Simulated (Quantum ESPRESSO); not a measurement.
# 2H-MoTe2, layer by layer, part 6 of 8

Aim: screening, gap and ionisation potential of 2H-MoTe2 against the number of layers.

Quantum ESPRESSO 7.5; plane-wave DFT, PBE, GBRV ultrasoft pseudopotentials.

So far. Step 8 (Bands along a path, 1 layer: no field): Along this path the valence top lies at K and the conduction bottom at K. Step 12 (Bands along a path, 1 layer: spin-orbit coupling): Along this path the valence top lies at K and the conduction bottom at K.

## 13. Relaxing cell and ions, 2 layers

Level of this step: plane-wave DFT, PBE-D3(BJ), GBRV ultrasoft pseudopotentials (Quantum ESPRESSO 7.5).

System of this step: 2H-MoTe2, 2 layers, AA' stacking. The cell holds 6 atoms: 4 Te and 2 Mo. Its edges and angles: a = 3.550 Å, b = 3.550 Å, c = 27.848 Å, α = 90.0°, β = 90.0°, γ = 120.0°. It derives from MoTe2. Vacuum lies along c.

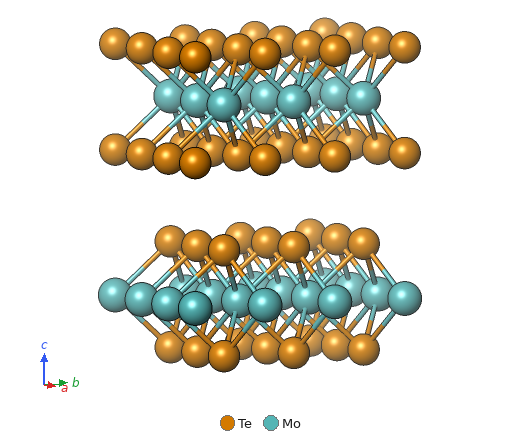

The cell of this step (tellurium orange, molybdenum teal). Bonds to atoms that aren't drawn are left out. 3×3×1 cells are drawn. Some periodic images of atoms are drawn too.

The input, n2.relax.in:

```
&control
  prefix = 'n2.relax'
  outdir = './out'
  pseudo_dir = './pseudo'
  nstep = 50
  forc_conv_thr = 0.0004
  calculation = 'vc-relax'
  etot_conv_thr = 1e-06
/
&system
  ibrav = 0
  nat = 6
  ntyp = 2
  ecutwfc = 50
  ecutrho = 250
  vdw_corr = 'grimme-d3'
  dftd3_version = 4
  occupations = 'smearing'
  smearing = 'fd'
  degauss = 0.004
/
&electrons
  conv_thr = 1e-09
  mixing_beta = 0.4
  electron_maxstep = 120
  mixing_mode = 'plain'
/
&ions
/
&cell
  cell_dofree = '2Dxy'
  press_conv_thr = 0.3
/
ATOMIC_SPECIES
  Te  127.6000  te_pbe_v1.uspp.F.UPF
  Mo  95.9500  mo_pbe_v1.uspp.F.UPF
CELL_PARAMETERS angstrom
  3.55000000000000 0.00000000000000 0.00000000000000
  -1.77500000000000 3.07439018343476 0.00000000000000
  0.00000000000000 0.00000000000000 27.84820526129667
ATOMIC_POSITIONS crystal
  Te  0.333333333333 0.666666666667 0.305226132896
  Mo  0.000000000000 0.000000000000 0.372988177079
  Te  0.333333333333 0.666666666667 0.440750221261
  Te  0.000000000000 0.000000000000 0.559249778739
  Mo  0.333333333333 0.666666666667 0.627011822921
  Te  0.000000000000 0.000000000000 0.694773867104
K_POINTS automatic
  12 12 1 0 0 0
```

The run is started by

```bash
$ OMP_NUM_THREADS=1 mpirun -n 4 pw.x -nk 4 -in n2.relax.in > n2.relax.out
```

The log of the run:

```text
[banner, memory and clock lines left out]
Program PWSCF v.7.5 starts

          URL

     Message from routine setup:
     using ibrav=0 with symmetry is DISCOURAGED, use correct ibrav instead

     G-vector sticks info

     bravais-lattice index     =            0
     lattice parameter (alat)  =       6.7085  a.u.
     unit-cell volume          =    2051.0732 (a.u.)^3
     number of atoms/cell      =            6
     number of atomic types    =            2
     number of electrons       =        52.00
     number of Kohn-Sham states=           31
     kinetic-energy cutoff     =      50.0000  Ry
     charge density cutoff     =     250.0000  Ry
     scf convergence threshold =      1.0E-09
     mixing beta               =       0.4000
     number of iterations used =            8  plain     mixing
     energy convergence thresh.=      1.0E-06
     force convergence thresh. =      4.0E-04
     press convergence thresh. =      3.0E-01
     Exchange-correlation= SLA  PW   PBE  PBE
                           (   1   4   3   4   0   0   0)
     nstep                     =           50

     celldm(1)=   6.708528  celldm(2)=   0.000000  celldm(3)=   0.000000
     celldm(4)=   0.000000  celldm(5)=   0.000000  celldm(6)=   0.000000

     crystal axes: (cart. coord. in units of alat)
               a(1) = (   1.000000   0.000000   0.000000 )
               a(2) = (  -0.500000   0.866025   0.000000 )
               a(3) = (   0.000000   0.000000   7.844565 )

     reciprocal axes: (cart. coord. in units 2 pi/alat)
               b(1) = (  1.000000  0.577350 -0.000000 )
               b(2) = (  0.000000  1.154701  0.000000 )
               b(3) = (  0.000000 -0.000000  0.127477 )

     PseudoPot. # 1 for Te read from file:
     ./pseudo/te_pbe_v1.uspp.F.UPF
     Pseudo is Ultrasoft + core correction, Zval =  6.0
     Generated by new atomic code, or converted to UPF format
     Using radial grid of  891 points,  5 beta functions with:
                l(1) =   0
                l(2) =   0
                l(3) =   1
                l(4) =   1
                l(5) =   2
     Q(r) pseudized with  6 coefficients,  rinner =    1.800   1.800   1.800
                                                       1.800   1.800

     PseudoPot. # 2 for Mo read from file:
     ./pseudo/mo_pbe_v1.uspp.F.UPF
     Pseudo is Ultrasoft + core correction, Zval = 14.0
     Generated by new atomic code, or converted to UPF format
     Using radial grid of  889 points,  6 beta functions with:
                l(1) =   0
                l(2) =   0
                l(3) =   1
                l(4) =   1
                l(5) =   2
                l(6) =   2
     Q(r) pseudized with  6 coefficients,  rinner =    1.000   1.000   1.000
                                                       1.000   1.000

     atomic species   valence    mass     pseudopotential
     Te                6.00   127.60000     Te( 1.00)
     Mo               14.00    95.95000     Mo( 1.00)

     12 Sym. Ops., with inversion, found ( 6 have fractional translation)

   Cartesian axes

     site n.     atom                  positions (alat units)
         1        Te     tau(   1) = (  -0.0000000   0.5773503   2.3943662  )
         2        Mo     tau(   2) = (   0.0000000   0.0000000   2.9259299  )
         3        Te     tau(   3) = (  -0.0000000   0.5773503   3.4574937  )
         4        Te     tau(   4) = (   0.0000000   0.0000000   4.3870712  )
         5        Mo     tau(   5) = (  -0.0000000   0.5773503   4.9186349  )
         6        Te     tau(   6) = (   0.0000000   0.0000000   5.4501987  )

     DFT-D3 Dispersion Correction (3-body terms):
       Reference C6 values for interpolation:

         atom   Coordination number   C6
         Mo         0.000          1691.79
         Mo         1.942          1004.01
         Mo        11.056           674.22
         Te         0.000           851.07
         Te         0.981           850.20
         Te         1.964           837.16

       Values used:

         atom   Coordination number  R0_AB[au]  C6      C8
         Te         4.400            3.676    837.16  84978.05
         Mo         7.303            3.547    674.22  77634.20
         Te         4.647            3.676    837.16  84978.05
         Te         4.647            3.676    837.16  84978.05
         Mo         7.303            3.547    674.22  77634.20
         Te         4.400            3.676    837.16  84978.05

         Molecular C6 ( Ry / a.u.^6 ) =     28103.30

     number of k points=    19  Fermi-Dirac smearing, width (Ry)=  0.0040
                       cart. coord. in units 2pi/alat
        k(    1) = (   0.0000000   0.0000000   0.0000000), wk =   0.0138889
        k(    2) = (   0.0000000   0.0962250   0.0000000), wk =   0.0833333
        k(    3) = (   0.0000000   0.1924501   0.0000000), wk =   0.0833333
        k(    4) = (   0.0000000   0.2886751   0.0000000), wk =   0.0833333
        k(    5) = (   0.0000000   0.3849002   0.0000000), wk =   0.0833333
        k(    6) = (   0.0000000   0.4811252   0.0000000), wk =   0.0833333
        k(    7) = (   0.0000000  -0.5773503   0.0000000), wk =   0.0416667
        k(    8) = (   0.0833333   0.1443376   0.0000000), wk =   0.0833333
        k(    9) = (   0.0833333   0.2405626   0.0000000), wk =   0.1666667
        k(   10) = (   0.0833333   0.3367877   0.0000000), wk =   0.1666667
        k(   11) = (   0.0833333   0.4330127   0.0000000), wk =   0.1666667
        k(   12) = (   0.0833333   0.5292377   0.0000000), wk =   0.1666667
        k(   13) = (   0.1666667   0.2886751   0.0000000), wk =   0.0833333
        k(   14) = (   0.1666667   0.3849002   0.0000000), wk =   0.1666667
        k(   15) = (   0.1666667   0.4811252   0.0000000), wk =   0.1666667
        k(   16) = (   0.1666667   0.5773503   0.0000000), wk =   0.0833333
        k(   17) = (   0.2500000   0.4330127   0.0000000), wk =   0.0833333
        k(   18) = (   0.2500000   0.5292377   0.0000000), wk =   0.1666667
        k(   19) = (   0.3333333   0.5773503   0.0000000), wk =   0.0277778

     Dense  grid:   136921 G-vectors     FFT dimensions: (  36,  36, 270)

     Smooth grid:    97677 G-vectors     FFT dimensions: (  36,  36, 240)

     Initial potential from superposition of free atoms

     starting charge      51.9970, renormalised to      52.0000

     negative rho (up, down):  2.970E-03 0.000E+00
     Starting wfcs are   42 randomized atomic wfcs

     per-process dynamical memory:   127.9 Mb

     Self-consistent Calculation

     iteration #  1     ecut=    50.00 Ry     beta= 0.40
[...]
-58.1773 -58.1773 -32.3258 -32.3258 -32.2752 -32.2752 -32.2271 -32.2271
    -9.4477  -9.2532  -8.7583  -8.5285  -2.1430  -1.4986  -0.8038  -0.6564
    -0.5541  -0.2366   0.8386   0.8853   1.1151   1.5193   1.5210   1.5630
     1.7071   1.8205   3.9359   4.2095   4.5834   4.6645   4.7790

          k =-0.0000 0.3873 0.0000 ( 12273 PWs)   bands (ev):

   -58.1749 -58.1749 -32.3192 -32.3192 -32.3063 -32.3063 -32.2345 -32.2345
    -8.9177  -8.7431  -8.3794  -8.1965  -2.1052  -1.8528  -1.5029  -1.2193
    -1.0464  -0.7141   0.5133   0.5671   0.8183   1.1775   1.5093   1.6367
     1.8454   1.9292   3.8811   4.1688   4.2185   4.3638   4.9737

          k =-0.0000 0.4842 0.0000 ( 12213 PWs)   bands (ev):

   -58.1732 -58.1732 -32.3289 -32.3289 -32.3144 -32.3143 -32.2399 -32.2399
    -8.4227  -8.2882  -8.0404  -7.9221  -2.7366  -2.5595  -1.9610  -1.8424
    -1.0649  -0.6509   0.2990   0.3572   0.7259   0.9567   1.5850   1.7144
     2.0806   2.2193   4.0314   4.0663   4.1065   4.2891   5.3150

          k = 0.0000-0.5810 0.0000 ( 12202 PWs)   bands (ev):

   -58.1726 -58.1726 -32.3372 -32.3372 -32.3126 -32.3126 -32.2419 -32.2419
    -8.1966  -8.0986  -7.8935  -7.8206  -3.0405  -2.8634  -2.1844  -2.0974
    -1.0192  -0.6335   0.2247   0.2843   0.7400   0.8621   1.7335   1.7752
     2.1617   2.3300   3.9842   4.0222   4.1998   4.3892   5.4479

          k = 0.0839 0.1453 0.0000 ( 12293 PWs)   bands (ev):

   -58.1801 -58.1801 -32.3340 -32.3340 -32.2361 -32.2361 -32.2184 -32.2184
    -9.9766  -9.7727  -9.1446  -8.8792  -2.6186  -1.8964  -0.1141   0.2831
     0.3092   0.6856   1.1187   1.1320   1.2018   1.2414   1.6625   1.8977
     1.9396   2.4697   4.7026   4.7656   4.7692   4.9463   5.1838

          k = 0.0839 0.2421 0.0000 ( 12302 PWs)   bands (ev):

   -58.1781 -58.1781 -32.3282 -32.3282 -32.2622 -32.2622 -32.2259 -32.2259
    -9.6168  -9.4184  -8.8809  -8.6387  -2.2715  -1.5792  -0.4376  -0.3714
    -0.2919   0.1375   0.6458   0.7420   1.2976   1.3130   1.5802   1.8166
     1.8563   2.0644   4.0354   4.2923   4.4769   4.6398   4.8111

          k = 0.0839 0.3389 0.0000 ( 12280 PWs)   bands (ev):

   -58.1758 -58.1758 -32.3216 -32.3216 -32.2921 -32.2921 -32.2346 -32.2346
    -9.1295  -8.9449  -8.5283  -8.3241  -1.9771  -1.5249  -1.1783  -0.9348
    -0.7950  -0.5883   0.2379   0.4185   1.2128   1.2710   1.3251   1.5068
     1.9068   1.9557   3.7320   4.0762   4.3196   4.4401   4.6475

          k = 0.0839 0.4358 0.0000 ( 12240 PWs)   bands (ev):

   -58.1738 -58.1738 -32.3179 -32.3179 -32.3159 -32.3159 -32.2422 -32.2422
    -8.6042  -8.4499  -8.1594  -8.0115  -2.3621  -2.1885  -1.6881  -1.5469
    -1.0592  -0.6613   0.0949   0.2334   0.9430   1.1056   1.1831   1.2776
     2.0893   2.1565   3.7925   4.1100   4.1964   4.2805   4.9974

          k = 0.0839 0.5326 0.0000 ( 12209 PWs)   bands (ev):

   -58.1726 -58.1726 -32.3326 -32.3326 -32.3126 -32.3126 -32.2465 -32.2465
    -8.2169  -8.1109  -7.9012  -7.8177  -2.8784  -2.7072  -2.0882  -2.0184
    -1.0023  -0.6232   0.0854   0.1336   0.7671   0.9405   1.2283   1.3405
     2.2030   2.3336   3.9810   4.0592   4.2114   4.4016   5.3153

          k = 0.1677 0.2905 0.0000 ( 12273 PWs)   bands (ev):

   -58.1761 -58.1761 -32.3225 -32.3225 -32.2849 -32.2849 -32.2367 -32.2367
    -9.2037  -9.0162  -8.5805  -8.3692  -1.9686  -1.4159  -0.8885  -0.8353
    -0.5777  -0.3585  -0.0940   0.2138   1.0170   1.0374   1.5970   1.7124
     1.9444   2.0156   3.6231   4.0117   4.3049   4.3754   4.4435

          k = 0.1677 0.3873 0.0000 ( 12236 PWs)   bands (ev):

   -58.1741 -58.1741 -32.3168 -32.3168 -32.3064 -32.3064 -32.2486 -32.2486
    -8.7088  -8.5449  -8.2271  -8.0628  -2.0132  -1.8335  -1.3308  -1.2239
    -0.9487  -0.6766  -0.3122   0.0115   0.5540   0.6237   1.2946   1.3698
     2.0772   2.1441   3.5836   4.0226   4.2395   4.3235   4.4840

          k = 0.1677 0.4842 0.0000 ( 12206 PWs)   bands (ev):

   -58.1726 -58.1726 -32.3216 -32.3216 -32.3126 -32.3126 -32.2577 -32.2577
    -8.2551  -8.1359  -7.9152  -7.8136  -2.4719  -2.3325  -1.8434  -1.8222
    -0.9477  -0.6156  -0.2985  -0.0996   0.3250   0.4872   0.9131   1.0775
     2.1947   2.3016   3.8422   4.1185   4.2698   4.4147   4.6155

          k = 0.1677 0.5810 0.0000 ( 12208 PWs)   bands (ev):

   -58.1721 -58.1721 -32.3271 -32.3271 -32.3111 -32.3110 -32.2611 -32.2611
    -8.0504  -7.9715  -7.7811  -7.7235  -2.7027  -2.5481  -2.0595  -2.0552
    -0.9501  -0.6294  -0.2356  -0.1765   0.3231   0.4824   0.7542   0.9505
     2.2756   2.4193   3.9248   3.9977   4.4337   4.5936   4.6682

          k = 0.2516 0.4358 0.0000 ( 12208 PWs)   bands (ev):

   -58.1726 -58.1726 -32.3143 -32.3143 -32.3126 -32.3126 -32.2651 -32.2651
    -8.2732  -8.1484  -7.9219  -7.8122  -2.1835  -2.1010  -1.7137  -1.6301
    -0.8882  -0.6671  -0.4133  -0.2312  -0.2276   0.0018   0.9899   1.1416
     2.1817   2.2804   3.7643   4.1211   4.2255   4.4069   4.4075

          k = 0.2516 0.5326 0.0000 ( 12195 PWs)   bands (ev):

   -58.1718 -58.1718 -32.3160 -32.3160 -32.3102 -32.3102 -32.2774 -32.2774
    -7.9648  -7.8983  -7.7142  -7.6643  -2.2978  -2.1947  -2.0218  -1.9345
    -0.9540  -0.8309  -0.6791  -0.5266  -0.2329  -0.1152   0.7696   0.9140
     2.3474   2.4804   3.7932   3.8727   4.1471   4.6691   4.7093

          k = 0.3355 0.5810 0.0000 ( 12180 PWs)   bands (ev):

   -58.1715 -58.1715 -32.3093 -32.3093 -32.3072 -32.3072 -32.2915 -32.2915
    -7.8297  -7.8297  -7.6223  -7.6223  -2.1200  -1.9703  -1.9447  -1.9447
    -1.4189  -1.2332  -0.7477  -0.7477  -0.2370  -0.2370   0.7716   0.7716
     2.4688   2.6073   3.6899   3.6899   4.0031   4.5760   5.0280

     the Fermi energy is     3.1037 ev

!    total energy              =    -384.97163664 Ry
     estimated scf accuracy    <          3.3E-11 Ry
     smearing contrib. (-TS)   =      -0.00000282 Ry
     internal energy E=F+TS    =    -384.97163382 Ry

     The total energy is F=E-TS. E is the sum of the following terms:
     one-electron contribution =   -2413.63736189 Ry
     hartree contribution      =    1213.76638941 Ry
     xc contribution           =     -96.66834236 Ry
     ewald contribution        =     911.76418916 Ry
     DFT-D3 Dispersion         =      -0.19650813 Ry

     convergence has been achieved in  12 iterations

     negative rho (up, down):  2.793E-03 0.000E+00

     Forces acting on atoms (cartesian axes, Ry/au):

     atom    1 type  1   force =    -0.00000000   -0.00000000   -0.00097532
     atom    2 type  2   force =     0.00000000    0.00000000    0.00023331
     atom    3 type  1   force =     0.00000000    0.00000000    0.00156376
     atom    4 type  1   force =     0.00000000   -0.00000000   -0.00156376
     atom    5 type  2   force =     0.00000000    0.00000000   -0.00023331
     atom    6 type  1   force =     0.00000000    0.00000000    0.00097532

     Total force =     0.002627     Total SCF correction =     0.000039

     Computing stress (Cartesian axis) and pressure

     negative rho (up, down):  2.793E-03 0.000E+00
          total   stress  (Ry/bohr**3)                   (kbar)     P=       -1.19
  -0.00001308   0.00000000   0.00000000           -1.92        0.00        0.00
   0.00000000  -0.00001308   0.00000000            0.00       -1.92        0.00
   0.00000000   0.00000000   0.00000197            0.00        0.00        0.29

     Energy error            =      5.3E-05 Ry
     Gradient error          =      1.6E-03 Ry/Bohr
     Cell gradient error     =      1.9E+00 kbar

     number of scf cycles    =  16
     number of bfgs steps    =  15

     enthalpy           old  =    -384.9715832472 Ry
     enthalpy           new  =    -384.9716366374 Ry

     CASE: enthalpy          _new < enthalpy          _old

     new trust radius        =       0.0369103979 bohr
     new conv_thr            =            3.9E-11 Ry

     new unit-cell volume =   2020.66136 a.u.^3 (   299.43112 Ang^3 )
     density =      3.89471 g/cm^3

CELL_PARAMETERS (angstrom)
   3.523583331  -0.000000000   0.000000000
  -1.761791665   3.051512677   0.000000000
```

The job ended after 22 min (4 MPI ranks of Arm Neoverse V1, shared host; peak memory 1.1 GiB; 87 min of CPU time).

Relaxation path:

| step | energy less that of the first step (eV) | largest force (eV/Å) | volume (Å³) |
| --- | --- | --- | --- |
| 1 | 0.0000 | 0.9835 | 303.94 |
| 2 | -0.0869 | 0.6989 | 301.81 |
| 3 | -0.1462 | 0.3678 | 299.52 |
| 4 | -0.1656 | 0.0428 | 297.21 |
| 5 | -0.1658 | 0.0314 | 297.43 |
| 6 | -0.1660 | 0.0424 | 297.57 |
| 7 | -0.1662 | 0.0478 | 297.69 |
| 8 | -0.1664 | 0.0513 | 297.84 |
| 9 | -0.1668 | 0.0530 | 298.02 |
| 10 | -0.1673 | 0.0525 | 298.26 |
| 11 | -0.1679 | 0.0491 | 298.57 |
| 12 | -0.1687 | 0.0414 | 298.97 |
| 13 | -0.1697 | 0.0269 | 299.48 |
| 14 | -0.1705 | 0.0361 | 300.08 |
| 15 | -0.1710 | 0.0395 | 300.20 |
| 16 | -0.1717 | 0.0402 | 300.11 |
| 17 | -0.1728 | 0.0389 | 299.43 |
| 18 | -0.1732 | 0.0292 | 298.78 |
| 19 | -0.1734 | 0.0112 | 298.32 |
| 20 | -0.1734 | 0.0055 | 298.33 |
| 21 | -0.1733 | 0.0051 | 298.33 |

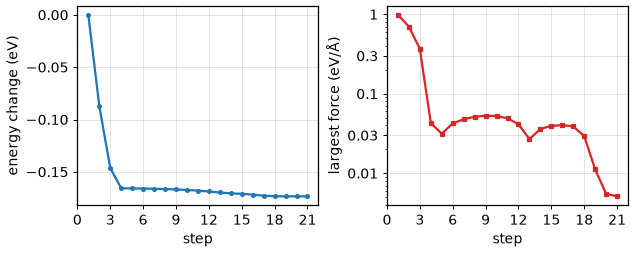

Energy and largest force along the relaxation.

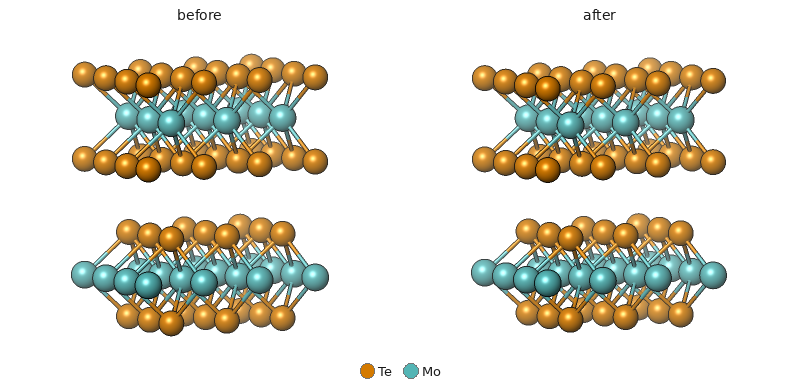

The structure before and after the relaxation, drawn at the same scale. Bonds to atoms that aren't drawn are left out.

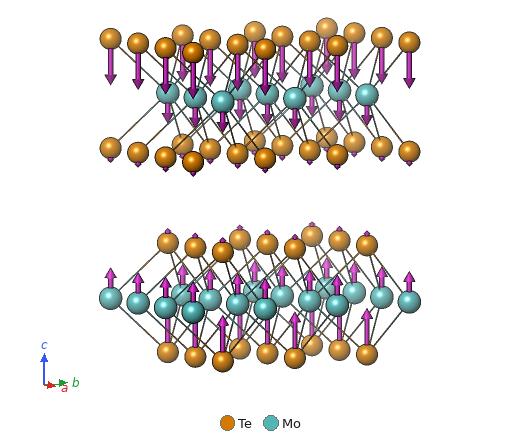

Displacements in the relaxation, exaggerated, measured against the changing cell; the longest in the cell stands for 0.16 Å. Bonds to atoms that aren't drawn are left out. 3×3×1 cells are drawn. Some periodic images of atoms are drawn too.

| cell as run | before | after | change |
| --- | --- | --- | --- |
| a (Å) | 3.550 | 3.517 | -0.9 % |
| b (Å) | 3.550 | 3.517 | -0.9 % |

The atoms that moved most (Å, along periodic axes as changes of fractional coordinates times the final cell, across vacuum about the mean position):

| atom | dx | dy | dz | length |
| --- | --- | --- | --- | --- |
| Te6 | 0.000 | 0.000 | -0.159 | 0.159 |
| Te1 | 0.000 | 0.000 | 0.159 | 0.159 |
| Mo2 | 0.000 | 0.000 | 0.091 | 0.091 |
| Mo5 | 0.000 | 0.000 | -0.091 | 0.091 |
| Te3 | 0.000 | 0.000 | 0.025 | 0.025 |
| Te4 | 0.000 | 0.000 | -0.025 | 0.025 |

Final coordinates:

```xyz
6
Lattice="3.5171 0.0000 0.0000 -1.7585 3.0459 0.0000 0.0000 0.0000 27.8482" Properties=species:S:1:pos:R:3
Te    0.0000    2.0306    8.6591
Mo    0.0000    0.0000   10.4776
Te    0.0000    2.0306   12.2990
Te    0.0000    0.0000   15.5492
Mo    0.0000    2.0306   17.3706
Te    0.0000    0.0000   19.1891
```

 The last row is no step: it is a fresh SCF in the final cell with a new plane-wave basis, +0 meV from the row before.

Read from the output:

| Property | Result |
| --- | --- |
| free energy | -5237.8075 eV |
| Fermi energy | 3.15 eV |

(Part 6 of 8 ends here.)

[Logs are printed without paths, hosts, clocks, repeated set-up lines and the standing remarks that a program may print on its own settings, such as how far it seeks lower states.]

[Hosts, paths, dates, database ids (printed as entryN), source tags and the programs' standing remarks are cut or masked in the printed files.]

[Maps of the electrostatic potential energy from Ansatz leave out the sawtooth potential of an applied field or a dipole correction, so their vacuum need not be flat; planar profiles and work functions include it.]
